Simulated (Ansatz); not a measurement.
# Phonon calculation of AlSiH$_{6}$OF

AlSiH$_{6}$OF, computed with RKS PBE0-D4/6-31G* (Ansatz 0.2.0).

It belongs to a series of runs on one base structure; here: vibrations at the highest image of the band. Figures and captions count atoms from 1; the log counts them from 0 in places.

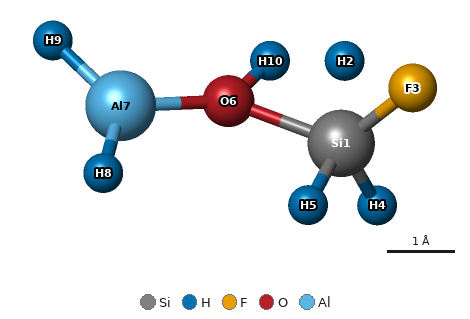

**Figure 1.** The input geometry (ball-and-stick view, seen at a tilt; atoms are numbered from 1 in the order of the input). Sticks mark near contacts. Bond lengths as drawn: Al–H 1.58 Å, Al–O 1.76 Å, F–Si 1.62 Å, H–O 1.13 Å, H–Si 1.49 to 1.50 Å and O–Si 1.84 Å.

The input
```yaml
crystal:
  periodic: [false, false, false]
  atoms:
    - { symbol: Si, position_ang: [-0.055247, -0.053596, -0.020271] }
    - { symbol: H, position_ang: [-0.378122, 0.914914, 1.382427] }
    - { symbol: F, position_ang: [1.087636, -0.830311, 0.819649] }
    - { symbol: H, position_ang: [0.359076, 1.195014, -0.719111] }
    - { symbol: H, position_ang: [-0.230359, -1.021852, -1.154624] }
    - { symbol: O, position_ang: [-1.829635, -0.230902, 0.416852] }
    - { symbol: Al, position_ang: [-3.272929, -1.160149, 0.037389] }
    - { symbol: H, position_ang: [-3.186424, -2.178827, -1.164461] }
    - { symbol: H, position_ang: [-4.512317, -0.848888, 0.966924] }
    - { symbol: H, position_ang: [-1.42678, 0.476398, 1.200426] }
basis:
  gaussian: { orbitals: "6-31G*" }
hamiltonian:
  xc: pbe0
  dispersion: d4
phonons: {}
```

Launch command:
```bash
ansatz run input.yaml --threads 1 --pin off --max-ram 2048MiB --backend cpu --events-out ev --progress --plain --runs-dir out
```

What the program printed
```
Engine: ansatz 0.2.0, aarch64-unknown-linux-gnu
Functional definition: PBE0
  parameter a = 0.25
  parameter kappa = 0.804
  parameter beta = 0.06672455060314922
  exchange = (1 - a)*pbe_x(kappa = kappa, mu = beta*pi^2/3) + a*exact_x
  correlation = pbe_c(beta = beta)
823 factors; integrals over basis functions are off by at most 4.6e-4 eV
mean field evaluation 1: about -19319.8488 eV, gradient 5.1e1 eV
mean field evaluation 2: about -19310.5911 eV, gradient 8.8e1 eV
mean field evaluation 4: about -19324.1181 eV, gradient 4.7e0 eV
mean field evaluation 8: about -19324.1754 eV, gradient 5.8e-2 eV
mean field evaluation 16: about -19324.1754 eV, gradient 1.3e-5 eV
mean field -19324.17539687 eV, -710.1503474383 hartree, gradient 1.3e-5 eV, S^2 0.000000; 0 other end points of the search recorded, 0 dependent functions left out
the calculation of the forces begins
reference -19324.17543389 eV, -710.1503487990 hartree; 25, 25 occupied and 55, 55 virtual orbitals, 823 factors
these checks for a lower state are left out or cut short: stability, starts, cluster_reference, orbital_swaps, neighbouring_geometries, increment
823 factors; integrals over basis functions are off by at most 4.6e-4 eV
mean field -19324.17527773 eV, -710.1503430603 hartree, gradient 2.1e-6 eV, S^2 0.000000; 0 other end points of the search recorded, 0 dependent functions left out
[... from here on the field's lines of each further geometry are left out, up to the last ...]
the calculation of the forces begins
reference -19324.17534872 eV, -710.1503456688 hartree; 25, 25 occupied and 55, 55 virtual orbitals, 823 factors
these checks for a lower state are left out or cut short: stability, starts, cluster_reference, orbital_swaps, neighbouring_geometries, increment
823 factors; integrals over basis functions are off by at most 4.6e-4 eV
mean field -19324.17542611 eV, -710.1503485131 hartree, gradient 1.5e-6 eV, S^2 0.000000; 0 other end points of the search recorded, 0 dependent functions left out
the calculation of the forces begins
reference -19324.17546314 eV, -710.1503498736 hartree; 25, 25 occupied and 55, 55 virtual orbitals, 823 factors
WARN: phonons: modes at or below zero, which the zero-point energy, F, S and C_V leave out: 1, the lowest at -1316.93 cm⁻¹. A minimum has none, and a first-order saddle one
Total energy: -19324.32701378 eV, -710.1559192572 hartree
Atom 0 at    -0.055247    -0.053596    -0.020271 Å, force    -0.005591     0.003535    -0.005625 eV/Å
Atom 1 at    -0.378122     0.914914     1.382427 Å, force     0.003633     0.001565     0.000483 eV/Å
Atom 2 at     1.087636    -0.830311     0.819649 Å, force     0.010451    -0.008045     0.004848 eV/Å
Atom 3 at     0.359076     1.195014    -0.719111 Å, force    -0.002420    -0.001843     0.000776 eV/Å
Atom 4 at    -0.230359    -1.021852    -1.154624 Å, force     0.000156     0.000159     0.000828 eV/Å
Atom 5 at    -1.829635    -0.230902     0.416852 Å, force     0.015568     0.034517     0.021587 eV/Å
Atom 6 at    -3.272929    -1.160149     0.037389 Å, force    -0.006892    -0.003466    -0.005082 eV/Å
Atom 7 at    -3.186424    -2.178827    -1.164461 Å, force     0.001187    -0.001901     0.000999 eV/Å
Atom 8 at    -4.512317    -0.848888     0.966924 Å, force     0.001522    -0.001630     0.001895 eV/Å
Atom 9 at    -1.426780     0.476398     1.200426 Å, force    -0.017614    -0.022891    -0.020711 eV/Å
Dipole moment:    -0.801246    -0.076670    -0.094099 e Å
Vibrations: -1316.93 48.04 115.57 127.17 151.45 440.39 537.14 607.59 611.44 687.80 762.28 780.31 858.59 885.39 996.40 1033.65 1127.81 1189.48 1639.63 1981.90 2009.98 2014.43 2174.42 2246.82 cm⁻¹, zero-point energy 1.427535 eV
```

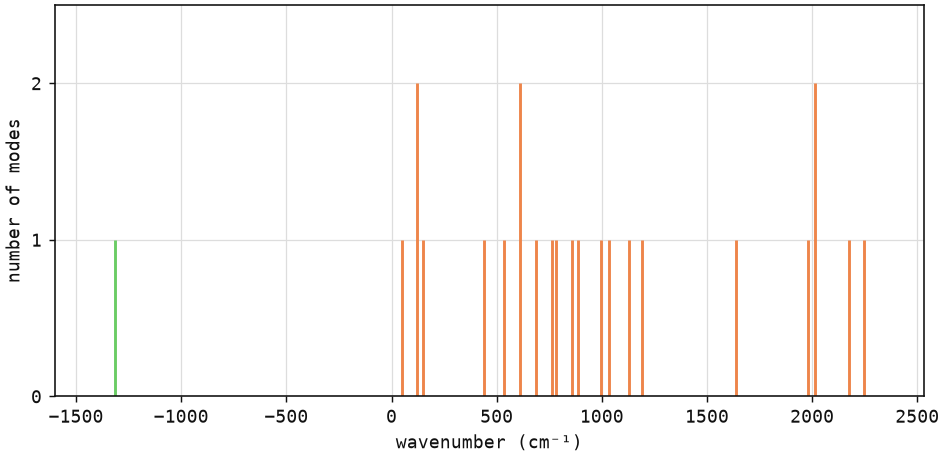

**Figure 2.** Harmonic vibrational wavenumbers from the force constants; neighbouring modes closer than 16 cm⁻¹ are counted in one stick, and imaginary ones are drawn at negative wavenumbers. 24 modes from 1317i to 2247 cm⁻¹, 1 imaginary beyond 8i (1317i cm⁻¹): a first-order saddle point, if the geometry is stationary.

Key numbers

```json
{"quantity": "outcome", "value": "converged"}
{"quantity": "total energy", "value": "−19324.3270 eV"}
{"quantity": "mean-field energy", "value": "−19324.1754 eV"}
{"quantity": "largest force (length of the vector)", "value": "0.044 eV/Å"}
{"quantity": "hardware", "value": "1 thread of Arm Neoverse V2, 24 GiB of memory available, shared host"}
{"quantity": "wall time", "value": "2.2 min"}
{"quantity": "peak memory", "value": "0.16 GiB"}
```
